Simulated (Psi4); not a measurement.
# H2O2 (hydrogen peroxide) at B3LYP/def2-TZVPP

Aim: the energy change on altering one bond length of H2O2 (hydrogen peroxide) at B3LYP/def2-TZVPP, from 2 runs. 

The calculation is run with Psi4 1.11.

**1. The system as given**

H2O2: 4 atoms, total charge 0, spin state singlet. As SMILES, `OO`. The shape is that of a PBE0-D4/def2-TZVP optimisation.

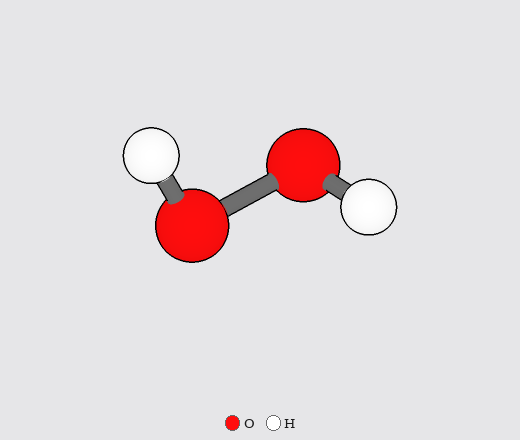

The structure, seen from a chosen angle (oxygen red, hydrogen white).

**2. Energy and gradient at B3LYP/def2-TZVPP**

h2o2.inp

```
memory 1600 MB

molecule {
  0 1
  O     -0.486800    -0.581100     0.030600
  O      0.048300     0.728400     0.206900
  H      0.186400    -1.117000     0.467400
  H      0.252100     0.969800    -0.704900
  symmetry c1
  no_reorient
  no_com
}

set globals {
  reference rks
  puream true
  e_convergence 1e-09
  d_convergence 1e-08
  scf_type pk
  dft_radial_points 99
  dft_spherical_points 590
}

e, wfn = gradient('b3lyp/def2-TZVPP', return_wfn=True)
oeprop(wfn, 'WIBERG_LOWDIN_INDICES', 'QUADRUPOLE', 'LOWDIN_CHARGES', title='B3LYP')
print_variables()
```

Command:

```sh
$ psi4 -n 1 h2o2.inp h2o2.out
```

h2o2.out:

```text
[...]
  Running in c1 symmetry.
[...]
  Nuclear repulsion =   37.283118773714371
[...]
  Multiplicity = 1
[...]
  Nalpha       = 9
  Nbeta        = 9
[...]
    Number of basis functions: 90
[...]
   @RKS iter   1:  -151.50922975977949   -3.35929e-01   6.22521e-03 ADIIS/DIIS
[...]
   @RKS iter  10:  -151.62095473509987   -1.50635e-12   2.89793e-09 DIIS
[...]
    Orbital Energies [Eh]
    ---------------------
    Doubly Occupied:
       1A    -19.188671     2A    -19.188626     3A     -1.136211
       4A     -0.903594     5A     -0.548070     6A     -0.503606
       7A     -0.434509     8A     -0.328711     9A     -0.289485
[...]
  @RKS Final Energy:  -151.62095473509987
   => Energetics <=
    Nuclear Repulsion Energy =             37.2831187737143708
    One-Electron Energy =                -282.3847690280051665
    Two-Electron Energy =                 107.9368433346526501
    DFT Exchange-Correlation Energy =     -14.4561478154617333
    Empirical Dispersion Energy =           0.0000000000000000
    VV10 Nonlocal Energy =                  0.0000000000000000
    Total Energy =                       -151.6209547350998719
[...]
  -Total Gradient:
     Atom            X                  Y                   Z
    ------   -----------------  -----------------  -----------------
       1        0.004950030283     0.012365188947     0.001012701225
       2       -0.004597280946    -0.012475528574    -0.001196229506
       3        0.000044110555     0.000995761582    -0.000080745710
       4       -0.000397075235    -0.000885349483     0.000264389905
[...]
 Multipole Moments:
 ------------------------------------------------------------------------------------
     Multipole            Electronic (a.u.)      Nuclear  (a.u.)        Total (a.u.)
 ------------------------------------------------------------------------------------
 L = 1.  Multiply by 2.5417464519 to convert [e a0] to [Debye]
 Dipole X            :          6.3987737           -5.8005143            0.5982594
 Dipole Y            :         -2.1495650            1.9486856           -0.2008795
 Dipole Z            :         -3.4656848            3.1416697           -0.3240151
 Magnitude           :                                                    0.7094030
 L = 2.  Multiply by 1.3450342976 to convert [e a0^2] to [Debye ang]
 Quadrupole XX       :        -16.6912863            7.1876836           -9.5036027
 Quadrupole XY       :         -9.7098185            9.2160876           -0.4937309
[...]
```

Wall time 13 s (1 thread of AMD EPYC 7B13 (Zen 3), shared host); peak memory 0.88 GiB.

**3. The distorted shape: the energy at B3LYP/def2-TZVPP**

h2o2.xyz

```xyz
4
H2O2
O     -1.025388    -0.152357    -0.318858
O     -0.490288     1.157143    -0.142558
H      0.186400    -1.117000     0.467400
H     -0.286488     1.398543    -1.054358
```

calc.py

```python
import psi4

psi4.set_memory('1600 MB')
psi4.set_num_threads(1)
psi4.set_output_file('output.dat', False)

with open('h2o2.xyz') as f:
    atoms = ''.join(f.readlines()[2:])
mol = psi4.geometry('0 1\n' + atoms + 'symmetry c1')

psi4.set_options(dict(puream=True, e_convergence=1e-09, d_convergence=1e-08, scf_type='pk', dft_radial_points=99, dft_spherical_points=590))

e, wfn = psi4.energy("b3lyp/def2-TZVPP", molecule=mol, return_wfn=True)
psi4.oeprop(wfn, "MULLIKEN_CHARGES", "QUADRUPOLE", "LOWDIN_CHARGES", title="B3LYP")
print('E =', round(e, 9))
```

Command:

```sh
$ python calc.py
```

output.dat:

```text
[...]
  Running in c1 symmetry.
[...]
  Nuclear repulsion =   34.752696478927760
[...]
  Multiplicity = 1
[...]
  Nalpha       = 9
  Nbeta        = 9
[...]
    Number of basis functions: 90
[...]
   @RKS iter   1:  -151.27712293413313   -3.46168e-01   7.23348e-03 ADIIS/DIIS
[...]
   @RKS iter  12:  -151.49259644970428   -9.15179e-11   6.29759e-09 DIIS
[...]
    Orbital Energies [Eh]
    ---------------------
    Doubly Occupied:
       1A    -19.224015     2A    -19.205483     3A     -1.123375
       4A     -0.859764     5A     -0.528892     6A     -0.457149
       7A     -0.430314     8A     -0.313439     9A     -0.283886
[...]
  @RKS Final Energy:  -151.49259644970428
   => Energetics <=
    Nuclear Repulsion Energy =             34.7526964789277599
    One-Electron Energy =                -277.3670710272992892
    Two-Electron Energy =                 105.4170282363737527
    DFT Exchange-Correlation Energy =     -14.2952501377065158
    Empirical Dispersion Energy =           0.0000000000000000
    VV10 Nonlocal Energy =                  0.0000000000000000
    Total Energy =                       -151.4925964497042798
[...]
 Multipole Moments:
 ------------------------------------------------------------------------------------
     Multipole            Electronic (a.u.)      Nuclear  (a.u.)        Total (a.u.)
 ------------------------------------------------------------------------------------
 L = 1.  Multiply by 2.5417464519 to convert [e a0] to [Debye]
 Dipole X            :         -0.6521766            1.2480062            0.5958297
 Dipole Y            :          0.6312202           -0.6376232           -0.0064030
 Dipole Z            :         -0.2362000           -0.1106799           -0.3468800
 Magnitude           :                                                    0.6894778
 L = 2.  Multiply by 1.3450342976 to convert [e a0^2] to [Debye ang]
 Quadrupole XX       :        -16.4649882            7.7563086           -8.7086796
 Quadrupole XY       :         -7.0472846            6.2160116           -0.8312729
[...]
  Mulliken Charges: (a.u.)
   Center  Symbol    Alpha    Beta     Spin     Total
       1     O     4.11898  4.11898  0.00000 -0.23797
       2     O     4.07663  4.07663  0.00000 -0.15326
       3     H     0.41282  0.41282  0.00000  0.17436
       4     H     0.39157  0.39157  0.00000  0.21686
   Total alpha =  9.00000, Total beta =  9.00000, Total charge = -0.00000
  Lowdin Charges: (a.u.)
   Center  Symbol    Alpha    Beta     Spin     Total
       1     O     4.07770  4.07770  0.00000 -0.15541
       2     O     3.92329  3.92329  0.00000  0.15343
[...]
```

The script printed:

```text
E = -151.49259645
```

It took 10 s on 1 thread of AMD EPYC 7B13 (Zen 3), shared host; peak memory 0.85 GiB.

**4. Results**

At B3LYP/def2-TZVPP:

```
                                                         quantity          value
                                        first shape: total energy  -151.62095 Eh
                                       first shape: dipole moment         1.80 D
                                         first shape: HOMO energy       -7.88 eV
                                         first shape: LUMO energy        0.25 eV
                                       first shape: HOMO–LUMO gap        8.12 eV
                            first shape: largest force on an atom     0.687 eV/Å
                                    distorted shape: total energy  -151.49260 Eh
                                   distorted shape: dipole moment         1.75 D
                                     distorted shape: HOMO energy       -7.72 eV
                                     distorted shape: LUMO energy       -3.90 eV
                                   distorted shape: HOMO–LUMO gap        3.83 eV
energy change with the O1–H3 bond stretched from 0.965 to 1.737 Å       3.493 eV
```

**Reading.** One bond (distorted shape) is far stretched, which a spin-restricted single reference describes badly; a broken-symmetry solution may lie lower. With the O1–H3 bond stretched from 0.965 to 1.737 Å the energy rises by 3.49 eV (337 kJ/mol). The first shape isn't relaxed at this level, so the change isn't measured from a minimum. A restricted reference can't describe the breaking bond well at this length. The largest force (first shape) is 0.69 eV/Å: the shape isn't a stationary point for this species at this level. Mulliken charges (distorted shape) run from -0.24 on O1 to +0.22 on H4.
